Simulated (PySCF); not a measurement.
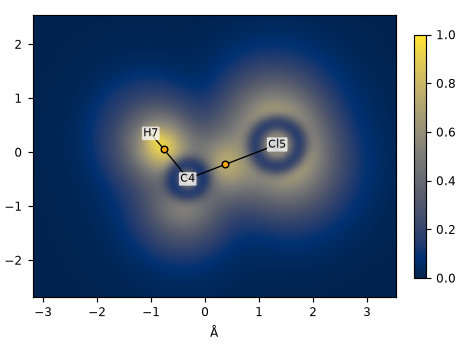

Figure. CH$_{5}$ClO, SMILES `O.CCl`. Localised orbital locator (LOL) in the plane of C4, Cl5 and H7, with bond paths and bond critical points (dots).

Method: CAM-B3LYP/def2-TZVP; geometry: an unrelaxed start of a pair search; program: PySCF.

What values does LOL take at the bond critical points in this plane?

Answer. C4–H7: about 0.91; C4–Cl5: about 0.73. Values above 0.5 mark slow, localised electrons, as in shared pairs; low values at a critical point mark a polar or closed-shell contact whose critical point lies between the shells.

Where along C4–H7 does the critical point lie?

Answer. 0.70 Å from C4 and 0.38 Å from H7.

Cost of the run: 28 s on 1 thread of Intel(R) Xeon(R) Processor @ 2.50GHz (Skylake/Cascade Lake), on a shared host, peak memory 0.54 GiB.
